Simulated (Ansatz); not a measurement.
**What do other settings change for twisted blue phosphorene bilayer, 87.80° (52 atoms)?**

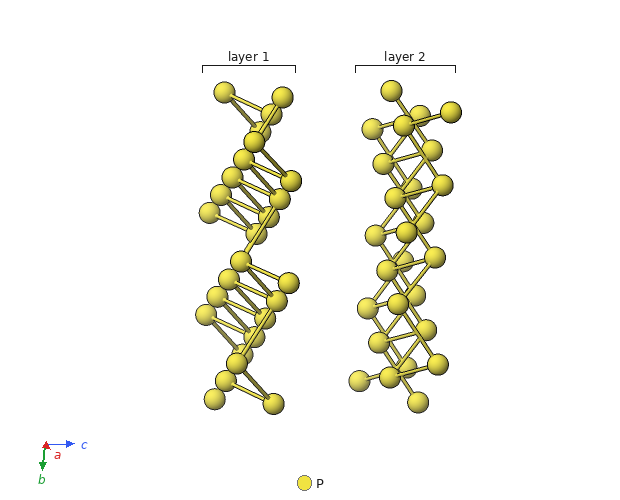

The cell (phosphorus yellow).

The cell holds 52 atoms: 52 P. Cell: a = 11.826 Å, b = 11.826 Å, c = 17.960 Å, α = 90.0°, β = 90.0°, γ = 120.0°. It derives from P (blue phosphorene). Blue phosphorene (a = 3.28 Å) under blue phosphorene (a = 3.28 Å), bilayer, commensurate cell of 13 unit cells a layer, twist 87.80 deg; facing planes 3.48 Å apart; 12 Å of vacuum; layers as built, displaced by a Gaussian of 0.01 Å. Regions: layer 1, 26 atoms (26 P); layer 2, 26 atoms (26 P). Vacuum lies along c.

Geometry: as built.

Reference run: Kohn-Sham DFT, PBE+D3(BJ), PAW (set soft_2), plane waves (Ansatz 0.2.0), cutoff 420 eV, Γ point, gaussian smearing of 0.025 eV.

* r.m.s. force component: 0.1373 eV/Å
* gap (highest filled to lowest empty level): 2.013 eV
* SCF cycles: 9
* time: 13 s on 4 threads of Arm Neoverse V2, shared host

Variants, in no order:
A. support functions medium, spacing 0.273 Å
B. support functions medium, spacing 0.427 Å
C. support functions medium, spacing 0.214 Å
D. support functions medium, spacing 0.356 Å
E. support functions medium, spacing 0.308 Å

**Question.** Rank the variants by how far their forces lie from the reference's, least first.

C, A, E, D, B.

| variant | Δ force, r.m.s. (meV/Å) | share of r.m.s. force (%) |
| --- | --- | --- |
| C. support functions medium, spacing 0.214 Å | 0.128 | 0.0932 |
| A. support functions medium, spacing 0.273 Å | 0.534 | 0.389 |
| E. support functions medium, spacing 0.308 Å | 1.66 | 1.21 |
| D. support functions medium, spacing 0.356 Å | 5.21 | 3.80 |
| B. support functions medium, spacing 0.427 Å | 26.9 | 19.6 |

[Hosts, paths, dates, database ids (printed as entryN), source tags and the programs' standing remarks are cut or masked in the printed files.]
